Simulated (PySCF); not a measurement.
# C5H6FO2 (SMILES CO[C]1C=C(F)OC1) (doublet): what the fields show

```xyz
14

C     2.2183    0.5092    0.0157
O     1.3594   -0.5999    0.1526
C     0.0351   -0.3303    0.0546
C    -0.6602    0.8490   -0.1552
C    -1.9923    0.5126   -0.1662
F    -3.0582    1.2879   -0.3310
O    -2.2337   -0.8181    0.0222
C    -0.9697   -1.4433    0.1751
H     2.0305    1.2513    0.7981
H     3.2305    0.1218    0.1128
H     2.0969    0.9818   -0.9640
H    -0.2758    1.8390   -0.2860
H    -0.8496   -2.2126   -0.6024
H    -0.9321   -1.9491    1.1516
```

Geometry: GFN2-xTB.

These are results of UKS B3LYP, pcH-1 on C F H O, non-relativistic, mean-field spin-orbit, GIAO in PySCF, not measurements.

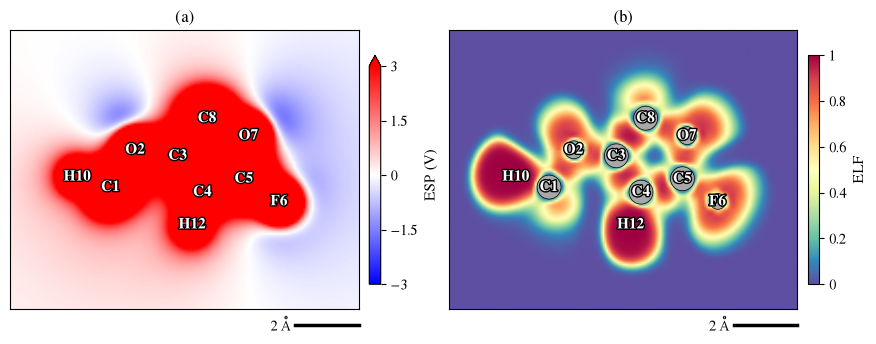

Figure 1. (a) electrostatic potential; (b) electron localisation function on the plane of atoms C3, C4 and H12. Grey discs cover the atomic cores in the ELF map.

What do the fields say about this system?

Answer. The plane passes through C, O, F and H nuclei. C–F (1.33 Å): the ELF peaks at about 0.85 between the atoms: a shared but strongly polarised pair. C–O (1.36 Å): the ELF peaks at about 0.90 between the atoms, as expected for a shared but strongly polarised pair. C–C (1.37 Å): the ELF peaks at about 0.95 between the atoms, as expected for localised, covalent bonding. C–H (1.07 Å): the ELF climbs to about 1 towards the hydrogen, as it does in any bond to H (an ordinary covalent bond to hydrogen). C–O (1.41 Å): the ELF peaks at about 0.90 between the atoms, as expected for a polar covalent bond. The ELF also peaks beside F6, O2 and O7, away from the bonds: non-bonding electrons, paired or unpaired. Outside the dense part of the molecule the potential is most negative (−1.6 V) near O7.

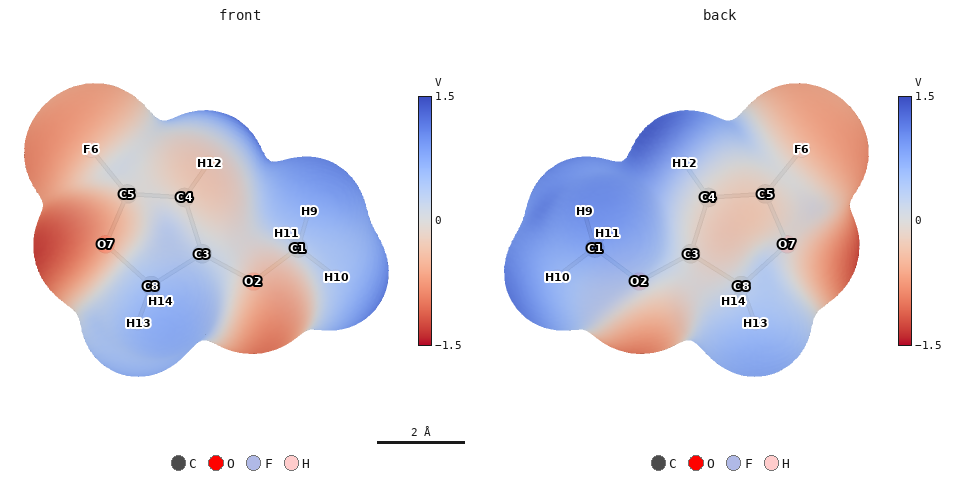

Figure 2. The molecular electrostatic potential painted on the density surface at 0.002 e/bohr³, seen from the front and from behind; the colour scale runs from red (negative) to blue (positive).

Where is the surface potential most negative and most positive?

Answer. The most negative region (about −1.3 V) lies over O7, the most positive (about +1.3 V) over H12. O7 is the likeliest acceptor of a hydrogen bond.
